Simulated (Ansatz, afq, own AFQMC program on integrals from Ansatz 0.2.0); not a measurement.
**H3O (doublet): AFQMC on the coupled-cluster ladder at distance H1–H2 along a hydrogen transfer = 0.962 Å, cc-pVTZ**

Aim: compute H3O (doublet) with auxiliary-field quantum Monte Carlo on the same integrals as coupled cluster, and set the energies side by side.

Method: cc-pVTZ, frozen cores; program: Ansatz 0.2.0, Gaussian basis, and an in-house AFQMC program (afq) on its integrals; all values are calculated.

The runs, in order: PBE (unrestricted); r2SCAN (unrestricted); PBE0 (unrestricted); B3LYP (unrestricted); CCSD(T) on UHF; wB97M-V (unrestricted); B2PLYP (unrestricted); CCSDT(Q) on UHF; Phaseless AFQMC, CISD trial on UHF.

## (1) What is computed

The geometry derives from fragments relaxed apart (PBE0/def2-TZVP) and kept rigid, so it is no stationary point. A hydrogen atom is moved between rigid fragments.

4 atoms, charge 0, spin multiplicity 2.

Atoms are counted from 1 here; the program's logs count them from 0.

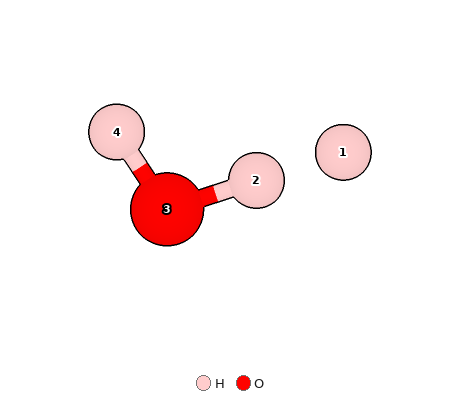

The structure; hydrogen pink, oxygen red; atoms are numbered from 1 in the order of the file.

Geometry (Å):

```xyz
4

H    -1.8095    0.0498    0.0000
H    -0.8475    0.0498    0.0000
O     0.1425    0.0498    0.0000
H     0.3944   -0.8901    0.0000
```

## (2) PBE (unrestricted)

Input file in.yaml:

```yaml
crystal:
  periodic: [false, false, false]
  atoms:
    - {symbol: H, position_ang: [-1.809464, 0.049803, 0.000000]}
    - {symbol: H, position_ang: [-0.847464, 0.049803, 0.000000]}
    - {symbol: O, position_ang: [0.142536, 0.049803, 0.000000]}
    - {symbol: H, position_ang: [0.394395, -0.890147, 0.000000]}
basis:
  gaussian: {orbitals: cc-pVTZ}
magnetization: {spin_polarized: true, initial_magnetization: 1}
hamiltonian: {xc: {name: PBE}}
output: {orbitals: {seedname: orbitals}}
```

Launch:

```
$ ansatz run in.yaml --threads 1 --pin off --events-out ev --progress --plain --max-ram 5632MiB --backend cpu
```

The program printed:

```text
Functional definition: PBE
  name "PBE"
  cite "Perdew, Burke & Ernzerhof, Phys. Rev. Lett. 77, 3865 (1996) doi:10.1103/PhysRevLett.77.3865"
  parent pbe
  parameter kappa = 0.804
  parameter beta = 0.06672455060314922
  exchange = pbe_x(kappa = kappa, mu = beta*pi^2/3)
  correlation = pbe_c(beta = beta)
347 factors; their error is unknown
mean field evaluation 1: about -2086.3610 eV, gradient 4.0e1 eV
mean field evaluation 2: about -2059.5287 eV, gradient 8.4e1 eV
mean field evaluation 4: about -2091.3168 eV, gradient 3.5e0 eV
mean field evaluation 8: about -2091.3789 eV, gradient 3.3e-2 eV
mean field evaluation 16: about -2091.3710 eV, gradient 8.3e-6 eV
mean field -2091.37100282 eV, -76.8564667715 hartree, gradient 8.5e-6 eV, S^2 0.752504; 0 other end points of the search recorded, 0 dependent functions left out
reference -2091.37102750 eV, -76.8564676783 hartree; 6, 5 occupied and 66, 67 virtual orbitals, 347 factors
Total energy: -2091.37102750 eV, -76.8564676783 hartree
```

Run time: 0.64 s. Hardware: 1 thread of AMD EPYC 7R13 (Zen 3), shared host; peak memory 1.7 GiB.

From the report: ⟨S²⟩ of the determinant 0.753 (pure doublet: 0.75).

## (3) r2SCAN (unrestricted)

Changes to in.yaml since step 2:

```diff
@@ -10,3 +10,2 @@
 magnetization: {spin_polarized: true, initial_magnetization: 1}
-hamiltonian: {xc: {name: PBE}}
-output: {orbitals: {seedname: orbitals}}
+hamiltonian: {xc: {name: r2SCAN}}
```

Launched as before.

The program printed:

```text
Functional definition: r2SCAN
  name "r2SCAN"
  cite "Furness, Kaplan, Ning, Perdew & Sun, J. Phys. Chem. Lett. 11, 8208 (2020) doi:10.1021/acs.jpclett.0c02405"
  cite "Furness, Kaplan, Ning, Perdew & Sun, J. Phys. Chem. Lett. 11, 9248 (2020) doi:10.1021/acs.jpclett.0c03077"
  parent r2scan
  parameter k0 = 0.174
  parameter k1 = 0.065
  parameter a1 = 4.9479
  exchange = r2scan_x(k0 = k0, k1 = k1, a1 = a1)
  correlation = r2scan_c
347 factors; their error is unknown
mean field evaluation 1: about -2088.3306 eV, gradient 3.7e1 eV
mean field evaluation 2: about -2068.7818 eV, gradient 7.3e1 eV
mean field evaluation 4: about -2092.6345 eV, gradient 2.5e0 eV
mean field evaluation 8: about -2092.6544 eV, gradient 1.7e-1 eV
mean field evaluation 16: about -2092.6545 eV, gradient 2.2e-5 eV
mean field -2092.65448014 eV, -76.9036336930 hartree, gradient 2.2e-5 eV, S^2 0.754549; 0 other end points of the search recorded, 0 dependent functions left out
reference -2092.65448882 eV, -76.9036340118 hartree; 6, 5 occupied and 66, 67 virtual orbitals, 347 factors
Total energy: -2092.65448882 eV, -76.9036340118 hartree
```

Wall time 1 s (1 thread of AMD EPYC 7R13 (Zen 3), shared host); peak memory 1.7 GiB.

From the report: ⟨S²⟩ of the determinant 0.755 (pure doublet: 0.75).

## (4) PBE0 (unrestricted)

Changes to in.yaml since step 3:

```diff
@@ -10,2 +10,3 @@
 magnetization: {spin_polarized: true, initial_magnetization: 1}
-hamiltonian: {xc: {name: r2SCAN}}
+hamiltonian: {xc: {name: PBE0}}
+output: {orbitals: {seedname: orbitals}}
```

Same command.

The program printed:

```text
Functional definition: PBE0
  name "PBE0"
  cite "Adamo & Barone, J. Chem. Phys. 110, 6158 (1999) doi:10.1063/1.478522"
  cite "Perdew, Burke & Ernzerhof, Phys. Rev. Lett. 77, 3865 (1996) doi:10.1103/PhysRevLett.77.3865"
  parent pbe
  parameter a = 0.25
  parameter kappa = 0.804
  parameter beta = 0.06672455060314922
  exchange = (1 - a)*pbe_x(kappa = kappa, mu = beta*pi^2/3) + a*exact_x
  correlation = pbe_c(beta = beta)
347 factors; their error is unknown
mean field evaluation 1: about -2087.7016 eV, gradient 3.4e1 eV
mean field evaluation 2: about -2081.6482 eV, gradient 5.3e1 eV
mean field evaluation 4: about -2091.3423 eV, gradient 5.9e-1 eV
mean field evaluation 8: about -2091.3420 eV, gradient 1.6e-1 eV
mean field evaluation 16: about -2091.3421 eV, gradient 4.0e-5 eV
mean field -2091.34210010 eV, -76.8554046160 hartree, gradient 4.0e-5 eV, S^2 0.754463; 0 other end points of the search recorded, 0 dependent functions left out
reference -2091.34211912 eV, -76.8554053150 hartree; 6, 5 occupied and 66, 67 virtual orbitals, 347 factors
Total energy: -2091.34211912 eV, -76.8554053150 hartree
```

Wall time 0.6 s (1 thread of AMD EPYC 7R13 (Zen 3), shared host); peak memory 1.7 GiB.

From the report: ⟨S²⟩ of the determinant 0.754 (pure doublet: 0.75).

## (5) B3LYP (unrestricted)

Changes to in.yaml since step 4:

```diff
@@ -10,3 +10,2 @@
 magnetization: {spin_polarized: true, initial_magnetization: 1}
-hamiltonian: {xc: {name: PBE0}}
-output: {orbitals: {seedname: orbitals}}
+hamiltonian: {xc: {name: B3LYP}}
```

Launched as before.

The program printed (excerpt; [...] marks lines left out):

```text
Functional definition: B3LYP
  name "B3LYP"
  cite "Stephens, Devlin, Chabalowski & Frisch, J. Phys. Chem. 98, 11623 (1994) doi:10.1021/j100096a001"
  cite "Becke, Phys. Rev. A 38, 3098 (1988) doi:10.1103/PhysRevA.38.3098"
  cite "Lee, Yang & Parr, Phys. Rev. B 37, 785 (1988) doi:10.1103/PhysRevB.37.785"
  cite "Vosko, Wilk & Nusair, Can. J. Phys. 58, 1200 (1980) doi:10.1139/p80-159"
[...]
347 factors; their error is unknown
[...]
mean field -2093.78520461 eV, -76.9451870510 hartree, gradient 1.2e-5 eV, S^2 0.753926; 0 other end points of the search recorded, 0 dependent functions left out
reference -2093.78535778 eV, -76.9451926798 hartree; 6, 5 occupied and 66, 67 virtual orbitals, 347 factors
Total energy: -2093.78535778 eV, -76.9451926798 hartree
```

Run time: 0.63 s. Hardware: 1 thread of AMD EPYC 7R13 (Zen 3), shared host; peak memory 1.7 GiB.

From the report: ⟨S²⟩ of the determinant 0.754 (pure doublet: 0.75).

## (6) CCSD(T) on UHF

Changes to in.yaml since step 5:

```diff
@@ -10,2 +10,2 @@
 magnetization: {spin_polarized: true, initial_magnetization: 1}
-hamiltonian: {xc: {name: B3LYP}}
+correlation: {method: ccsd_t, electrons: outside_noble_gas, hamiltonian_folder: ham}
```

Launch:

```
$ ansatz run in.yaml --threads 1 --pin off --events-out ev --progress --plain --max-ram 16896MiB --backend cuda --devices 0, --max-vram 18GiB
```

The program printed (excerpt; [...] marks lines left out):

```text
Functional definition: HF
  name "HF"
  cite "Fock, Z. Phys. 61, 126 (1930) doi:10.1007/BF01340294"
  parent pbe
[...]
412 factors; integrals over basis functions are off by at most 1.4e-3 eV
[...]
mean field -2082.18562811 eV, -76.5189104769 hartree, gradient 3.0e-6 eV, S^2 0.763683; 3 other end points of the search recorded, 0 dependent functions left out
determinant -2082.18562811 eV, -76.5189104769 hartree, with singles and doubles -2089.82599394 eV, -76.7996887425 hartree
determinant -2079.33705197 eV, -76.4142272347 hartree, with singles and doubles -2086.45903121 eV, -76.6759551442 hartree
1 core orbitals not correlated: weight in the atoms' cores, before any rotation towards them, 1.000 or more for the frozen orbitals, at most 0.000 for the correlated occupied ones
reference -2082.18562811 eV, -76.5189104769 hartree; 5, 4 occupied and 66, 67 virtual orbitals, 412 factors
second order -7.37940346 eV of doubles, -0.00000000 eV of singles
cycle   1  -7.58486592 eV  change   -7.1e-1 eV  update   1.4e-2
[...]
cycle   9  -7.60439515 eV  change    9.1e-6 eV  update   6.1e-6
perturbative correction -0.23441960 eV, -0.0086147614 hartree
Total energy: -2090.02444285 eV, -76.8069816055 hartree
```

Wall time 4.5 s (1 × NVIDIA H100 80GB HBM3 with 1 thread of AMD EPYC 7R13 (Zen 3), shared host); peak host memory 1.7 GiB.

From the report: ⟨S²⟩ of the determinant 0.764 (pure doublet: 0.75); correlation -7.8388 eV; T1 0.012; largest double amplitude 0.03.

This run also writes the integrals to the folder ham.

## (7) wB97M-V (unrestricted)

Changes to in.yaml since step 6:

```diff
@@ -10,2 +10,3 @@
 magnetization: {spin_polarized: true, initial_magnetization: 1}
-correlation: {method: ccsd_t, electrons: outside_noble_gas, hamiltonian_folder: ham}
+hamiltonian: {xc: {name: wB97M-V}}
+output: {orbitals: {seedname: orbitals}}
```

Launch:

```
$ ansatz run in.yaml --threads 1 --pin off --events-out ev --progress --plain --max-ram 5632MiB --backend cpu
```

The program printed (excerpt; [...] marks lines left out):

```text
Functional definition: wB97M-V
  name "wB97M-V"
  cite "Mardirossian & Head-Gordon, J. Chem. Phys. 144, 214110 (2016) doi:10.1063/1.4952647"
  cite "Becke, J. Chem. Phys. 107, 8554 (1997) doi:10.1063/1.475007"
  cite "Vydrov & Van Voorhis, J. Chem. Phys. 133, 244103 (2010) doi:10.1063/1.3521275"
  # Of w^i u^j: cxij and so on, Table III.
[...]
  gx(w, u) = 1 - cx + cx01*u + cx10*w
  gss(w, u) = css00 + css04*u^4 + css10*w + css20*w^2 + css43*w^4*u^3
  gos(w, u) = cos00 + cos10*w + (cos20 + cos21*u)*w^2 + (cos60 + cos61*u)*w^6
[...]
      + integral(e_c_pw_mod_opposite_spin*gos(b97_w_opposite, b97_u_opposite)) + vv10(b, c)
347 factors; their error is unknown
90 factors; integrals over basis functions are off by at most 2.1e-5 eV
[...]
mean field -2092.45235069 eV, -76.8962055726 hartree, gradient 3.1e-5 eV, S^2 0.753497; 0 other end points of the search recorded, 0 dependent functions left out
reference -2092.45237795 eV, -76.8962065747 hartree; 6, 5 occupied and 66, 67 virtual orbitals, 347 factors
Total energy: -2092.45237795 eV, -76.8962065747 hartree
```

Wall time 1.8 s (1 thread of AMD EPYC 7R13 (Zen 3), shared host); peak memory 1.7 GiB.

From the report: ⟨S²⟩ of the determinant 0.753 (pure doublet: 0.75).

## (8) B2PLYP (unrestricted)

Changes to in.yaml since step 7:

```diff
@@ -10,3 +10,3 @@
 magnetization: {spin_polarized: true, initial_magnetization: 1}
-hamiltonian: {xc: {name: wB97M-V}}
-output: {orbitals: {seedname: orbitals}}
+hamiltonian: {xc: {name: B2PLYP}}
+correlation: {electrons: outside_noble_gas}
```

Same command.

The program printed (excerpt; [...] marks lines left out):

```text
Functional definition: B2PLYP
  name "B2PLYP"
  cite "Grimme, J. Chem. Phys. 124, 034108 (2006) doi:10.1063/1.2148954"
  cite "Becke, Phys. Rev. A 38, 3098 (1988) doi:10.1103/PhysRevA.38.3098"
  cite "Lee, Yang & Parr, Phys. Rev. B 37, 785 (1988) doi:10.1103/PhysRevB.37.785"
[...]
412 factors; integrals over basis functions are off by at most 1.4e-3 eV
[...]
mean field -2089.76014758 eV, -76.7972689333 hartree, gradient 2.7e-6 eV, S^2 0.757671; 0 other end points of the search recorded, 0 dependent functions left out
1 core orbitals not correlated: weight in the atoms' cores, before any rotation towards them, 1.000 or more for the frozen orbitals, at most 0.000 for the correlated occupied ones
reference -2089.76024571 eV, -76.7972725394 hartree; 5, 4 occupied and 66, 67 virtual orbitals, 412 factors
second order -8.82369356 eV of doubles, -0.00000000 eV of singles
Total energy: -2092.14264297 eV, -76.8848240239 hartree
```

It took 0.82 s on 1 thread of AMD EPYC 7R13 (Zen 3), shared host; peak memory 1.7 GiB.

From the report: ⟨S²⟩ of the determinant 0.758 (pure doublet: 0.75).

## (9) CCSDT(Q) on UHF

Changes to in.yaml since step 8:

```diff
@@ -10,3 +10,2 @@
 magnetization: {spin_polarized: true, initial_magnetization: 1}
-hamiltonian: {xc: {name: B2PLYP}}
-correlation: {electrons: outside_noble_gas}
+correlation: {method: ccsdt_q, electrons: outside_noble_gas}
```

Launch:

```
$ ansatz run in.yaml --threads 1 --pin off --events-out ev --progress --plain --max-ram 16896MiB --backend cuda --devices 0, --max-vram 18GiB
```

The program printed (excerpt; [...] marks lines left out):

```text
Functional definition: HF
  name "HF"
  cite "Fock, Z. Phys. 61, 126 (1930) doi:10.1007/BF01340294"
  parent pbe
[...]
873 factors; integrals over basis functions are off by at most 2.4e-7 eV
[...]
mean field -2082.18563389 eV, -76.5189106893 hartree, gradient 2.7e-6 eV, S^2 0.763683; 3 other end points of the search recorded, 0 dependent functions left out
determinant -2082.18563389 eV, -76.5189106893 hartree, with singles and doubles -2089.82602110 eV, -76.7996897406 hartree
determinant -2079.33705528 eV, -76.4142273561 hartree, with singles and doubles -2086.45905421 eV, -76.6759559894 hartree
1 core orbitals not correlated: weight in the atoms' cores, before any rotation towards them, 1.000 or more for the frozen orbitals, at most 0.000 for the correlated occupied ones
reference -2082.18563389 eV, -76.5189106893 hartree; 5, 4 occupied and 66, 67 virtual orbitals, 873 factors
second order -7.37942724 eV of doubles, -0.00000000 eV of singles
cycle   1  -7.40081026 eV  change   -2.1e-2 eV  update   5.8e-2
[...]
cycle  17  -7.84343635 eV  change   -1.4e-7 eV  update   2.0e-7
perturbative correction -0.01166601 eV, -0.0004287180 hartree
Total energy: -2090.04073624 eV, -76.8075803765 hartree
```

Wall time 10 s (1 × NVIDIA H100 80GB HBM3 with 1 thread of AMD EPYC 7R13 (Zen 3), shared host); peak host memory 1.7 GiB.

From the report: ⟨S²⟩ of the determinant 0.764 (pure doublet: 0.75); correlation -7.8551 eV; T1 0.013; largest double amplitude 0.04.

## (10) Phaseless AFQMC, CISD trial on UHF

It reads the integrals that the CCSD(T) run on this determinant wrote.

Launch:

```
$ afq ham --method phaseless --trial cisd --walkers 3100 --populations 20 --least-time 60 --time-step 0.005 --steps-per-block 50 --equilibration-blocks 28 --max-blocks 4000 --target-error 0.00018 --factor-cut 1e-05 --start spin_pure --seed 8283 --release-times 0.24,0.51,0.99,1.62,2.4 --release-step 0.03 --release-every 3 --taylor-order 6
```

The program printed:

```text
orbitals 71  electrons 5 4  factors 412 of 412
reference energy -76.51891048 Eh
CCSD correlation -0.27945652 Eh in 11 cycles, weight of the determinant in the CISD state 0.9301
energy of the start -76.797855 Eh
 block  time / (1/Eh)  mean weight  energy / Eh
     1     0.250  0.9999  -76.799033
     2     0.500  1.0000  -76.803156
     3     0.750  1.0004  -76.803561
     4     1.000  0.9995  -76.805924
     5     1.250  0.9994  -76.807068
     6     1.500  0.9997  -76.807108
     7     1.750  1.0007  -76.806543
     8     2.000  0.9995  -76.807095
     9     2.250  0.9998  -76.807943
    10     2.500  1.0001  -76.808260
    11     2.750  1.0000  -76.808113
    12     3.000  0.9994  -76.807900
    13     3.250  0.9996  -76.806763
    14     3.500  1.0004  -76.807706
    15     3.750  1.0003  -76.807560
    16     4.000  0.9998  -76.807182
    17     4.250  1.0000  -76.807507
    18     4.500  1.0001  -76.807840
    19     4.750  0.9996  -76.806772
    20     5.000  1.0002  -76.806931
    21     5.250  0.9997  -76.807676
    22     5.500  1.0001  -76.807815
    23     5.750  1.0000  -76.806138
    24     6.000  1.0004  -76.807081
    25     6.250  0.9992  -76.807131
    26     6.500  0.9996  -76.807292
    27     6.750  1.0003  -76.807149
    28     7.000  1.0004  -76.808037
    29     7.250  0.9996  -76.807640
    30     7.500  1.0001  -76.807049
    31     7.750  1.0002  -76.806937
    32     8.000  1.0001  -76.806511
    33     8.250  1.0000  -76.806606
    34     8.500  1.0001  -76.806526
    35     8.750  0.9998  -76.807292
    36     9.000  0.9999  -76.806875
    37     9.250  0.9998  -76.806193
    38     9.500  1.0000  -76.807671
    39     9.750  1.0000  -76.806863
    40    10.000  1.0001  -76.807366
    41    10.250  1.0000  -76.808358
    42    10.500  0.9998  -76.808494
    43    10.750  1.0006  -76.807200
    44    11.000  1.0000  -76.806943
    45    11.250  1.0004  -76.807588
    46    11.500  1.0000  -76.808404
    47    11.750  1.0000  -76.808842
    48    12.000  1.0000  -76.807866
    49    12.250  1.0000  -76.808601
    50    12.500  0.9993  -76.808391
    51    12.750  0.9997  -76.807679
    52    13.000  0.9999  -76.808049
    53    13.250  0.9999  -76.807388
    54    13.500  0.9999  -76.806778
    55    13.750  0.9999  -76.807174
    56    14.000  1.0000  -76.806158
    57    14.250  0.9998  -76.807241
    58    14.500  0.9996  -76.806732
    59    14.750  0.9995  -76.806037
    60    15.000  1.0004  -76.805991
    61    15.250  1.0005  -76.806673
    62    15.500  0.9999  -76.807765
    63    15.750  1.0001  -76.808908
    64    16.000  1.0000  -76.807531
    65    16.250  0.9999  -76.808316
    66    16.500  1.0000  -76.807911
    67    16.750  0.9995  -76.807448
    68    17.000  1.0006  -76.808212
    69    17.250  1.0002  -76.808310
    70    17.500  0.9998  -76.806906
    71    17.750  1.0001  -76.806136
    72    18.000  1.0010  -76.807245
    73    18.250  1.0004  -76.808074
    74    18.500  0.9998  -76.808976
    75    18.750  1.0002  -76.807781
    76    19.000  0.9999  -76.806690
    77    19.250  1.0000  -76.806305
    78    19.500  1.0005  -76.807023
error from the spread of 20 populations
released: time / (1/Eh)  energy / Eh  error  mean overlap
  0.24  -76.807496  0.000082  0.9963
  0.51  -76.807629  0.000107  0.9911
  0.99  -76.807657  0.000132  0.9854
  1.62  -76.807574  0.000150  0.9769
  2.40  -76.807511  0.000178  0.9765
energy -76.807393 +/- 0.000097 Eh
```

Run time: 78 s. Hardware: 1 × NVIDIA H100 80GB HBM3 with 2 threads of AMD EPYC 7R13 (Zen 3), shared host; peak host memory 1.7 GiB.

Energy -2090.0356 ± 0.0026 eV. Caveats: constraint bias not in the error.

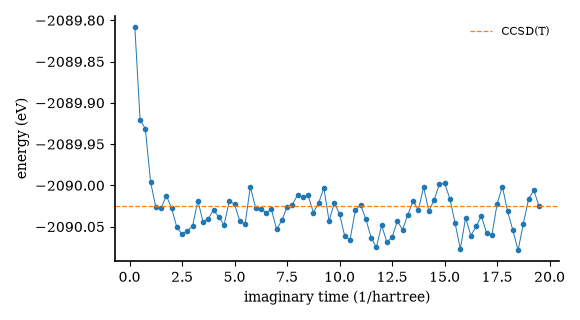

Block energies along the walk.

## (11) All levels side by side

On the UHF determinant, counted from CCSDT(Q) (a yardstick, not exact):

```csv
level,energy (eV),from CCSDT(Q) (meV),statistical error (meV),time
HF,-2082.1856,+7855.1,,
MP2,-2089.5650,+475.7,,
CCSD,-2089.7900,+250.7,,
CCSD(T),-2090.0244,+16.3,,
CCSDT(Q),-2090.0407,0.0,,
"Phaseless AFQMC, CISD trial, step 0.005, 3100 walkers",-2090.0356,+5.1,2.6,78 s
```

The functionals' totals stand on their own zeros and serve differences with other points: PBE -2091.371 eV; r2SCAN -2092.654 eV; PBE0 -2091.342 eV; B3LYP -2093.785 eV; wB97M-V -2092.452 eV; B2PLYP -2092.143 eV.

## (12) Summary of results

| quantity | value |
| --- | --- |
| CCSD(T) on UHF from CCSDT(Q) | +16.3 meV |
| Phaseless AFQMC, CISD trial on UHF from CCSDT(Q) | +5.1 ± 2.6 meV |

In words: On UHF the phaseless walk with the CISD trial lies +5.1 meV from CCSDT(Q), within three error bars. Error bars are statistical and leave out the constraint, the time step and what remains of the start.
